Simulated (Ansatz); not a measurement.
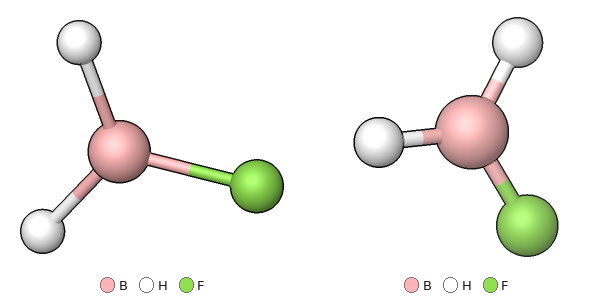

Two views of one molecule.

Computed geometry: PBE0-D4/def2-TZVP optimisation.

What does the picture show?

It has 4 atoms: 1 boron, 1 fluorine and 2 hydrogen (BFH₂). The point group is C2v. All atoms lie on one plane. Coordination: 1 B trigonal planar.
